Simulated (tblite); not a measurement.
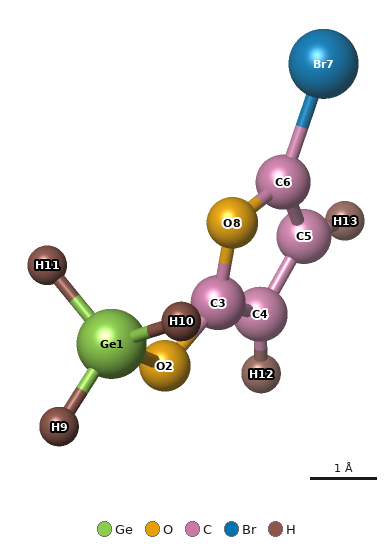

The structure as given in the input (ball-and-stick view, seen at a tilt; atoms are numbered from 1 in the order of the input). Sticks mark near contacts. Bond lengths as drawn: Br–C 1.91 Å, C–C 1.37 to 1.38 Å, C–H 1.08 to 1.09 Å, C–O 1.30 to 1.40 Å, Ge–H 1.55 Å and Ge–O 1.80 Å.

Geometry relaxation, with input and output: C4H5BrGeO2

- system: C4H5BrGeO2
- method: GFN2-xTB geometry optimisation, gas phase (tblite 0.8.0)

It belongs to a series of runs on one base structure; here: Si replaced by Ge.

**Input file**
```
{"job": {"kind": "relax", "xc": "GFN2-xTB", "basis": "xTB"}, "charge": 0, "multiplicity": 1}
Ge    -2.587500     0.435400     0.309200
O     -1.326700    -0.771200    -0.139000
C      0.040300    -0.447800    -0.127900
C      1.050500    -1.305000    -0.461900
C      2.209800    -0.578400    -0.318200
C      1.810600     0.687100     0.062500
Br     2.980400     2.162000     0.399600
O      0.514900     0.745000     0.178200
H     -3.989200    -0.228000     0.221500
H     -2.355400     0.939700     1.760200
H     -2.528200     1.634600    -0.672400
H      0.958900    -2.353800    -0.742900
H      3.217100    -0.919100    -0.486700
```

The first line tells a small driver script what to run in tblite; the rest is the geometry in Å.

Hardware: 1 CPU thread, shared host.

Command:
```bash
OMP_NUM_THREADS=1 python <driver script> task.json out
```

**Output**
```
step      E/eV     max force
  0    -687.20792    3.236
  1    -687.47114    1.145
  2    -687.51077    0.696
  3    -687.54899    0.576
  4    -687.58509    0.372
  5    -687.59710    0.363
  6    -687.62010    0.402
  7    -687.63536    0.454
  8    -687.65431    0.442
  9    -687.66460    0.260
 10    -687.67093    0.231
 11    -687.67553    0.203
 12    -687.67876    0.207
 13    -687.68086    0.189
 14    -687.68268    0.145
 15    -687.68449    0.141
 16    -687.68630    0.118
 17    -687.68795    0.142
 18    -687.68930    0.114
 19    -687.69057    0.107
 20    -687.69219    0.122
 21    -687.69466    0.154
 22    -687.69819    0.203
 23    -687.70195    0.241
 24    -687.70500    0.196
 25    -687.70767    0.166
 26    -687.71054    0.195
 27    -687.71450    0.241
 28    -687.71875    0.208
 29    -687.72143    0.106
 30    -687.72231    0.047
 31    -687.72259    0.041
 32    -687.72288    0.041
 33    -687.72317    0.044
 34    -687.72340    0.042
 35    -687.72360    0.036
 36    -687.72378    0.035
 37    -687.72391    0.030
 38    -687.72397    0.016
 39    -687.72398    0.010
```

**Trajectory as extended XYZ (Å, eV, eV/Å), 8 of the 40 frames kept, from step=0 to step=39**
```
13
Properties=species:S:1:pos:R:3:forces:R:3 step=0 energy=-687.20792
Ge   -2.5875    0.4354    0.3092   -0.3300   0.6170   0.2030
O    -1.3267   -0.7712   -0.1390    1.8760   1.1320   0.2600
C     0.0403   -0.4478   -0.1279   -2.5980  -1.8670  -0.4840
C     1.0505   -1.3050   -0.4619   -1.1310  -1.4580  -0.1710
C     2.2098   -0.5784   -0.3182    1.4450   1.1470   0.1260
C     1.8106    0.6871    0.0625    2.6770  -0.5910  -0.2930
Br    2.9804    2.1620    0.3996   -0.7090  -0.3900  -0.0490
O     0.5149    0.7450    0.1782   -2.0500   1.3310   0.5090
H    -3.9892   -0.2280    0.2215    0.8480  -0.0070  -0.0670
H    -2.3554    0.9397    1.7602    0.0550  -0.2520  -0.5450
H    -2.5282    1.6346   -0.6724    0.1020  -0.4710   0.3100
H     0.9589   -2.3538   -0.7429   -0.0300   0.6500   0.1510
H     3.2171   -0.9191   -0.4867   -0.1540   0.1580   0.0490
13
Properties=species:S:1:pos:R:3:forces:R:3 step=6 energy=-687.62010
Ge   -2.5824    0.4998    0.3267    0.1800   0.0990   0.0170
O    -1.3193   -0.6780   -0.1052    0.2310  -0.2500  -0.0930
C    -0.0069   -0.4755   -0.1421    0.0500  -0.1670  -0.0110
C     1.0189   -1.3310   -0.4522   -0.2800   0.2850   0.0470
C     2.2173   -0.5790   -0.3256   -0.2890  -0.0970   0.0350
C     1.8257    0.6574    0.0597    0.0820   0.2000   0.0210
Br    2.8866    2.1510    0.4050   -0.1320   0.1140   0.0450
O     0.4770    0.7519    0.1771   -0.0250  -0.1050  -0.0250
H    -3.8481   -0.2612    0.2011    0.0540  -0.2680  -0.0830
H    -2.3328    0.9200    1.7244    0.1010   0.1380   0.2330
H    -2.5048    1.6040   -0.6562    0.0700   0.2480  -0.1380
H     0.9436   -2.3522   -0.7444   -0.0970  -0.1390  -0.0240
H     3.2206   -0.9067   -0.4860    0.0570  -0.0560  -0.0240
13
Properties=species:S:1:pos:R:3:forces:R:3 step=11 energy=-687.67553
Ge   -2.5397    0.5419    0.3352    0.0260  -0.1300  -0.0410
O    -1.3176   -0.6922   -0.1068   -0.1190   0.0050   0.0020
C    -0.0164   -0.4866   -0.1411   -0.1150  -0.0180  -0.0090
C     0.9940   -1.3392   -0.4563    0.1680  -0.1110  -0.0270
C     2.1920   -0.5897   -0.3225    0.1020   0.1320  -0.0030
C     1.8102    0.6558    0.0566   -0.0700  -0.0480  -0.0050
Br    2.8063    2.1861    0.4227   -0.0160   0.0330   0.0110
O     0.4590    0.7397    0.1736   -0.0830   0.0260   0.0280
H    -3.7377   -0.3375    0.1701    0.0610   0.0730   0.0150
H    -2.2906    0.9488    1.7590    0.0430   0.0680  -0.1010
H    -2.4692    1.6506   -0.6759    0.0610  -0.0020   0.1180
H     0.9055   -2.3655   -0.7444   -0.0220   0.0330   0.0160
H     3.1997   -0.9117   -0.4878   -0.0360  -0.0610  -0.0060
13
Properties=species:S:1:pos:R:3:forces:R:3 step=17 energy=-687.68795
Ge   -2.5151    0.5265    0.3293   -0.0900   0.1030   0.0380
O    -1.3260   -0.7160   -0.1155    0.0280  -0.0670  -0.0150
C    -0.0262   -0.5015   -0.1443    0.0250  -0.0060  -0.0100
C     0.9965   -1.3412   -0.4567    0.0380  -0.0480  -0.0190
C     2.1878   -0.5785   -0.3242   -0.0190  -0.0150   0.0180
C     1.7885    0.6607    0.0594   -0.0030  -0.0290  -0.0100
Br    2.7724    2.2014    0.4301   -0.0550  -0.0070   0.0020
O     0.4347    0.7301    0.1752    0.0180  -0.0170  -0.0090
H    -3.7148   -0.3372    0.1680   -0.0410   0.0400   0.0150
H    -2.2612    0.9801    1.7344    0.0550  -0.0240  -0.0020
H    -2.4352    1.6636   -0.6424    0.0550  -0.0150  -0.0210
H     0.9035   -2.3670   -0.7424    0.0430  -0.0020  -0.0060
H     3.1906   -0.9204   -0.4887   -0.0550   0.0850   0.0180
13
Properties=species:S:1:pos:R:3:forces:R:3 step=22 energy=-687.69819
Ge   -2.5092    0.5348    0.3314    0.1960  -0.0440  -0.0300
O    -1.3359   -0.7504   -0.1239   -0.0590   0.0690   0.0210
C    -0.0363   -0.5284   -0.1529   -0.0410  -0.0870  -0.0110
C     0.9995   -1.3579   -0.4618   -0.0740   0.0930   0.0440
C     2.1743   -0.5759   -0.3179   -0.0080   0.0260  -0.0240
C     1.7601    0.6567    0.0608   -0.0680   0.0610   0.0290
Br    2.7048    2.2144    0.4393    0.0290   0.0560   0.0150
O     0.4080    0.7090    0.1702   -0.1080  -0.0730  -0.0150
H    -3.7261   -0.3038    0.1784   -0.0380   0.0660   0.0220
H    -2.1944    0.9977    1.7171    0.0050  -0.0630   0.0840
H    -2.3649    1.6718   -0.6279   -0.0100  -0.0090  -0.1030
H     0.9351   -2.3843   -0.7488   -0.0090  -0.0270  -0.0100
H     3.1808   -0.8833   -0.4817    0.1830  -0.0670  -0.0190
13
Properties=species:S:1:pos:R:3:forces:R:3 step=28 energy=-687.71875
Ge   -2.4390    0.5500    0.3300   -0.1470  -0.0410  -0.0040
O    -1.3634   -0.8141   -0.1402    0.0190  -0.0300   0.0020
C    -0.0648   -0.5879   -0.1645    0.0040   0.0740   0.0000
C     1.0015   -1.3754   -0.4647    0.1040  -0.1060  -0.0600
C     2.1561   -0.5570   -0.3177    0.0400   0.0340   0.0510
C     1.6943    0.6598    0.0671    0.0440  -0.0030  -0.0310
Br    2.5958    2.2480    0.4579   -0.0610  -0.0370  -0.0090
O     0.3391    0.6624    0.1617    0.0780   0.0870   0.0420
H    -3.7381   -0.1857    0.2132    0.1090   0.0980   0.0180
H    -2.0902    0.9763    1.7244    0.0230  -0.0410  -0.0250
H    -2.2618    1.6622   -0.6599    0.0220  -0.0510  -0.0010
H     0.9815   -2.4029   -0.7577   -0.0280  -0.0170   0.0000
H     3.1846   -0.8351   -0.4673   -0.2050   0.0340   0.0170
13
Properties=species:S:1:pos:R:3:forces:R:3 step=33 energy=-687.72317
Ge   -2.4273    0.5493    0.3289    0.0170   0.0220   0.0080
O    -1.3661   -0.8300   -0.1429    0.0070  -0.0180  -0.0070
C    -0.0681   -0.5974   -0.1686   -0.0010   0.0080   0.0090
C     1.0037   -1.3817   -0.4689   -0.0250   0.0310   0.0180
C     2.1480   -0.5517   -0.3118   -0.0060  -0.0130  -0.0180
C     1.6804    0.6628    0.0666    0.0050  -0.0080   0.0130
Br    2.5597    2.2571    0.4629    0.0010   0.0200   0.0050
O     0.3271    0.6556    0.1626   -0.0030   0.0030  -0.0110
H    -3.7382   -0.1430    0.2250   -0.0290  -0.0190  -0.0050
H    -2.0572    0.9625    1.7194    0.0160  -0.0170  -0.0060
H    -2.2289    1.6488   -0.6674    0.0160  -0.0180  -0.0070
H     0.9906   -2.4105   -0.7605   -0.0220   0.0300   0.0070
H     3.1719   -0.8212   -0.4631    0.0250  -0.0210  -0.0050
13
Properties=species:S:1:pos:R:3:forces:R:3 step=39 energy=-687.72398
Ge   -2.4264    0.5479    0.3290    0.0020  -0.0040  -0.0020
O    -1.3662   -0.8320   -0.1428    0.0010   0.0050  -0.0010
C    -0.0694   -0.5935   -0.1673    0.0010  -0.0010   0.0010
C     1.0011   -1.3778   -0.4673    0.0000   0.0020   0.0000
C     2.1478   -0.5512   -0.3122   -0.0030   0.0040   0.0010
C     1.6815    0.6637    0.0687   -0.0050   0.0040  -0.0040
Br    2.5541    2.2633    0.4645    0.0050  -0.0080  -0.0030
O     0.3273    0.6591    0.1623   -0.0030  -0.0010   0.0060
H    -3.7419   -0.1400    0.2255    0.0000  -0.0030   0.0000
H    -2.0462    0.9533    1.7181    0.0030  -0.0010   0.0010
H    -2.2183    1.6399   -0.6726    0.0040   0.0000  -0.0020
H     0.9812   -2.4056   -0.7594   -0.0020   0.0000   0.0000
H     3.1708   -0.8266   -0.4642   -0.0020   0.0030   0.0030
```

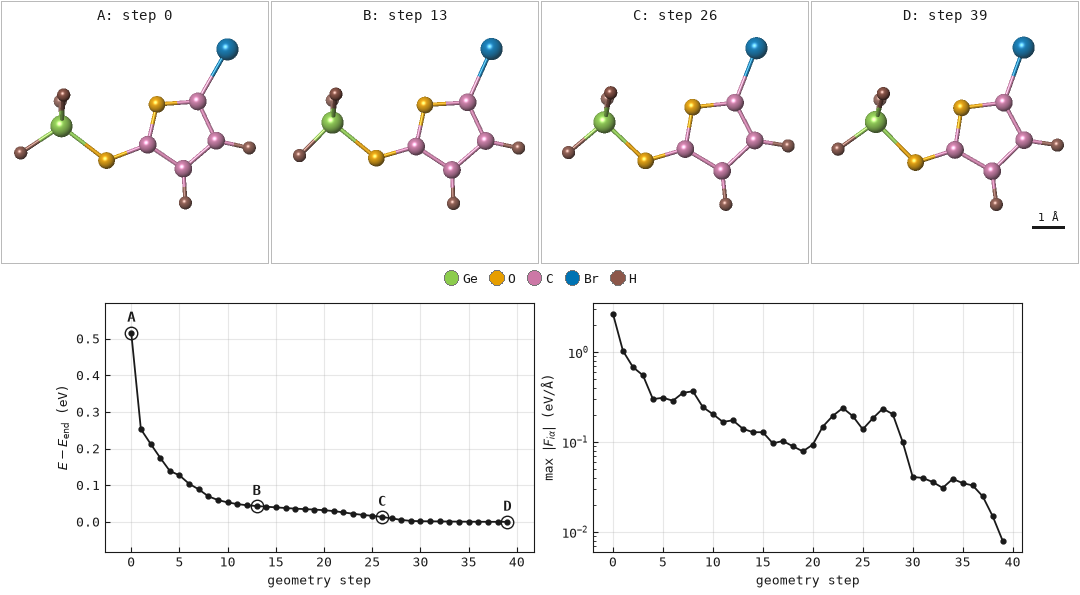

Frames of the relaxation (ball-and-stick view, seen on its broad side) above the curves, on which the letters mark them (steps are counted from 0).

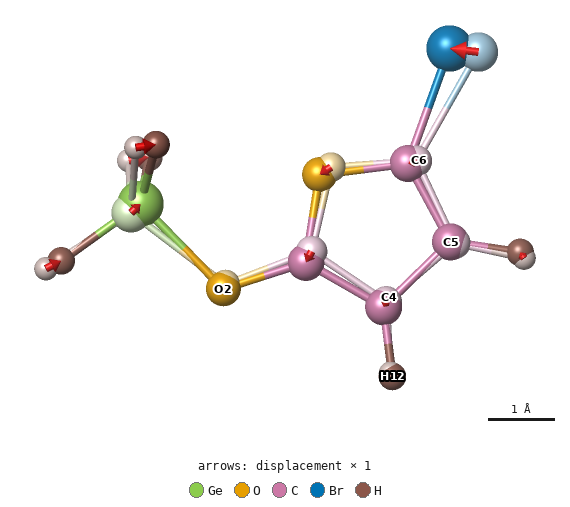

Start (faint) and end (solid) with the displacements as red arrows, at true length (ball-and-stick view, seen on its broad side). The two geometries are laid on each other by the best rigid fit. Br7 moves most after the best rigid fit: 0.44 Å. Largest moves by element: Br 0.44 Å, H 0.31 Å, O 0.21 Å, Ge 0.20 Å, C 0.19 Å. Distances before and after: O2–C3 1.405 → 1.319 Å, Ge1–H9 1.553 → 1.488 Å, Ge1–H10 1.554 → 1.496 Å, C6–O8 1.302 → 1.357 Å. Among the angles that change: O2–Ge1–H9 109.4° → 98.5°, O2–C3–C4 125.0° → 132.3°, O2–C3–O8 124.0° → 116.8°. After 39 geometry steps the energy has fallen by 0.516 eV. The largest force component goes from 2.7 to 0.008 eV/Å. (Atoms are counted from 1 in the order of the input.)

**Results in brief**

| quantity | value |
| --- | --- |
| outcome | converged |
| total energy | −687.7240 eV |
| peak memory | 0.18 GiB |
